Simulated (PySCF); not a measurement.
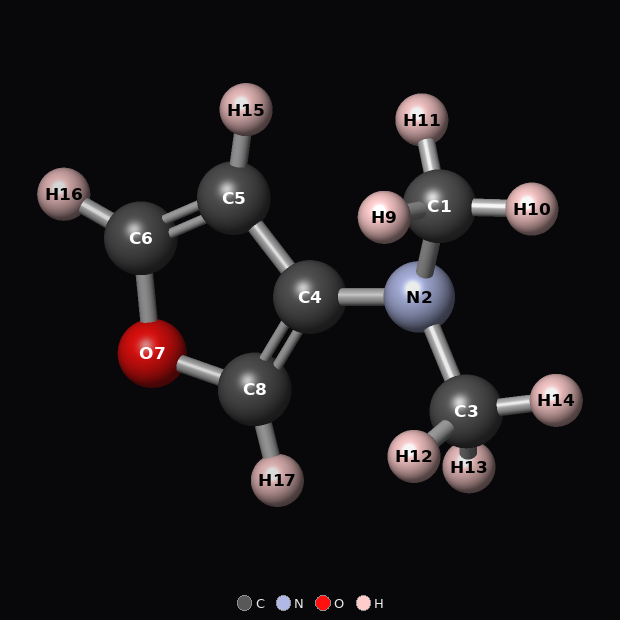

Numbered structure. The computed structure is the end point of a GFN2-xTB optimisation. No frequency run is at hand to confirm it as a minimum.

List the bonds and their lengths. Leave out bonds to hydrogen.

| bond | length (Å) | order |
| --- | --- | --- |
| C1–N2 | 1.445 | single |
| N2–C3 | 1.444 | single |
| N2–C4 | 1.386 | single |
| C4–C5 | 1.427 | aromatic |
| C4–C8 | 1.371 | aromatic |
| C5–C6 | 1.359 | aromatic |
| C6–O7 | 1.337 | aromatic |
| O7–C8 | 1.355 | aromatic |
